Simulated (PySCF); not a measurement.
# C$_{2}$H$_{10}$OSi$_{4}$ (charge −1): EPR calculation

The run: EPR calculation of C$_{2}$H$_{10}$OSi$_{4}$, charge −1, multiplicity 2. Method and program: UKS B3LYP, pcH-1 on C H O Si, non-relativistic, mean-field spin-orbit, GIAO (PySCF 2.14.0).

It belongs to a series of runs on one base structure; here: electron added.

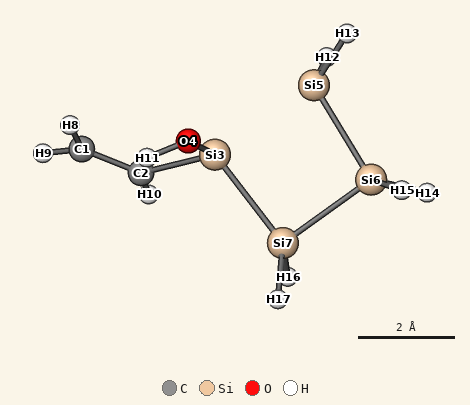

**Figure 1.** The input geometry (ball-and-stick view, seen at a tilt; atoms are numbered from 1 in the order of the input).

Input file:
```
{"job": {"kind": "epr", "basis": "pcH-1"}, "charge": -1, "multiplicity": 2}
C      3.242680     0.576530    -0.793041
C      2.168262    -0.233610    -0.627622
Si     0.485357     0.271033     0.029366
O      0.301368     1.878419    -0.455793
Si    -1.041014     0.498372     2.051282
Si    -2.625093    -0.654631     0.814983
Si    -1.184328    -1.025535    -0.955744
H      3.146027     1.653341    -0.761205
H      4.243347     0.208884    -0.983704
H      2.377389    -1.303318    -0.636753
H      0.868311     2.143383    -1.174472
H     -0.493790    -0.432395     3.093757
H     -1.729625     1.428333     3.016491
H     -3.283527    -1.874121     1.347317
H     -3.838077     0.133014     0.476302
H     -0.840070    -2.463800    -1.104548
H     -1.804215    -0.791868    -2.287666
```

The first line tells a small driver script what to run in PySCF; the rest is the geometry in Å.

Launched with:
```bash
OMP_NUM_THREADS=1 python <driver script> task.json out
```

Output:
```
UKS, coarse grid
  cycle   1  E = -1315.33746978  |g| = 6.48e-01
  cycle   2  E = -1315.02983702  |g| = 1.08e+00
  cycle   3  E = -1315.49510067  |g| = 1.20e-01
  cycle   4  E = -1315.50025339  |g| = 6.00e-02
  cycle   5  E = -1315.50195297  |g| = 2.00e-02
  cycle   6  E = -1315.50219905  |g| = 7.21e-03
  cycle   7  E = -1315.50223355  |g| = 1.31e-03
  cycle   8  E = -1315.50223734  |g| = 1.13e-03
  cycle   9  E = -1315.50223743  |g| = 4.92e-04
UKS, final grid
  cycle   1  E = -1315.50225461  |g| = 8.05e-04
  cycle   2  E = -1315.50225373  |g| = 1.52e-03
  cycle   3  E = -1315.50225507  |g| = 1.05e-04
  cycle   4  E = -1315.50225509  |g| = 8.03e-05
  cycle   5  E = -1315.50225511  |g| = 4.43e-05
  cycle   6  E = -1315.50225511  |g| = 8.40e-06
E = -1315.50225511 Eh   <S^2> = 0.7581 (exact 0.7500)
g shifts (ppm)      1          2          3
  rmc          -121       -121       -121
  gc             16         -3         19
  oz_so         418       1259       2666
  total         313       1136       2564
hyperfine (MHz)  atom isotope    a_iso     a_fc   dipolar eigenvalues
    0   13C      25.12      25.15    -18.26    -17.93     36.19
    1   13C      35.93      35.96    -12.38     -0.12     12.50
    2  29Si    -261.45    -261.91    -52.32     22.73     29.59
    3   17O     -17.96     -17.94     -4.16      1.58      2.58
    4  29Si    -327.84    -328.17    -37.78     13.39     24.39
    5  29Si      17.10      17.06     -4.00      0.93      3.07
    6  29Si      15.90      15.86     -5.63      1.00      4.63
    7    1H     -13.21     -13.22     -7.66     -0.83      8.49
    8    1H     -10.17     -10.18     -9.25      0.09      9.16
    9    1H      -0.24      -0.23     -2.71     -0.39      3.10
   10    1H      -1.63      -1.64     -2.08      0.07      2.01
   11    1H      -4.91      -4.91     -2.74     -1.37      4.11
   12    1H     106.15     106.14     -3.26     -0.08      3.33
   13    1H      29.12      29.12     -0.92     -0.47      1.40
   14    1H       6.10       6.10     -1.18     -0.39      1.57
   15    1H       7.32       7.32     -1.54     -0.47      2.01
   16    1H      46.21      46.20     -1.23     -0.47      1.70
```

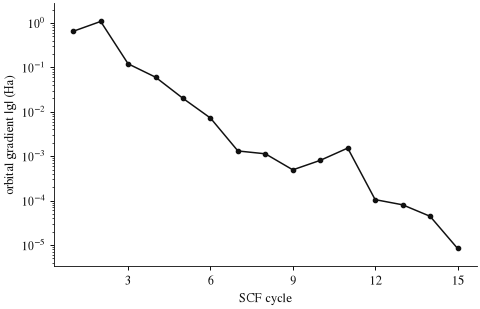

**Figure 2.** Convergence of the self-consistent field: orbital gradient |g| against the SCF cycle. All cycles printed in the log are drawn one after another.

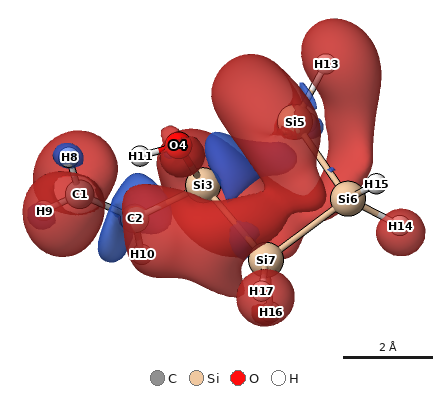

**Figure 3.** Isosurfaces of the spin density (α minus β) at +0.005 (red) and −0.005 e/Å³ (blue), seen at a tilt. The unpaired spin (1 electron) lies mostly on Si3 (about 0.3), Si5 (about 0.2), C1 (about 0.2) and Si7 (about 0.1), in electrons by Hirshfeld's partition.

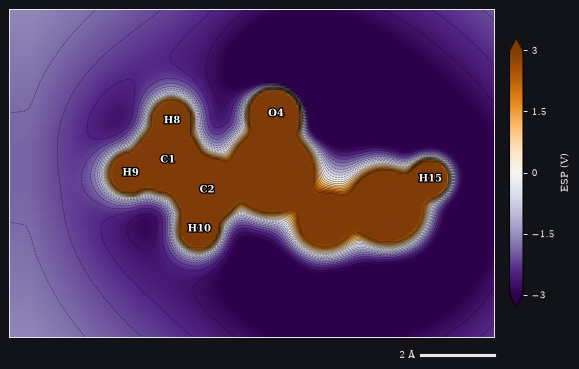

**Figure 4.** Electrostatic potential on the plane of atoms C2, C1 and H8.

Key numbers:

```json
{"quantity": "outcome", "value": "converged"}
{"quantity": "total energy", "value": "−1315.502255 hartree"}
{"quantity": "⟨S²⟩", "value": "0.758"}
{"quantity": "isotropic g", "value": "2.0037"}
{"quantity": "hardware", "value": "1 CPU thread, shared host"}
{"quantity": "wall time", "value": "2.5 min"}
{"quantity": "peak memory", "value": "1.2 GiB"}
```
